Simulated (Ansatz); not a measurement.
ZrO2 (polar-ZrO2 type, space group Pca2_1)

```
CELL_PARAMETERS angstrom
      5.28675     0.00000     0.00000
      0.00000     5.07266     0.00000
      0.00000     0.00000     5.09827
ATOMIC_POSITIONS crystal
  Zr 0.03056 0.26646 0.24882
  Zr 0.96944 0.73354 0.74882
  Zr 0.53056 0.73354 0.24882
  Zr 0.46944 0.26646 0.74882
  O  0.36584 0.06772 0.10712
  O  0.63416 0.93228 0.60712
  O  0.86584 0.93228 0.10712
  O  0.13416 0.06772 0.60712
  O  0.22940 0.53634 0.00006
  O  0.77060 0.46366 0.50006
  O  0.72940 0.46366 0.00006
  O  0.27060 0.53634 0.50006
```

Equation-of-state scan: isotropic scaling of the cell above, V₀ being its volume. The atoms relax within the cell's symmetry.

Computed with r2SCAN (plane waves to 500 eV, PAW, scalar-relativistic; Ansatz, a quantum-chemistry and plane-wave program). k mesh 5×5×5 (Γ-centred), Fermi-Dirac smearing 0.05 eV. E stands for the smeared free energy. The relaxing atoms change the space group within the scan (Pbcn at V/V₀ = 1.100), so nothing is fitted. ZrO2 is run without spin polarisation. ZrO2 was relaxed with its symmetry unable to fall. ΔE is measured from the relaxed starting cell.

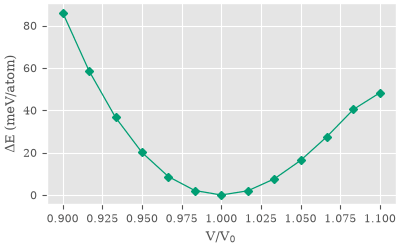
Fig. 1. ΔE (meV/atom) against V/V₀; markers are the computed points, lines only join them.

**Question.** What is ΔE at V/V₀ = 1.100?

**Answer.** About 48 meV/atom.

**Question.** What is ΔE at V/V₀ = 0.900?

**Answer.** About 86 meV/atom.

(A scan under strain: stresses follow from slopes of the energy per volume, elastic moduli from its curvatures.)
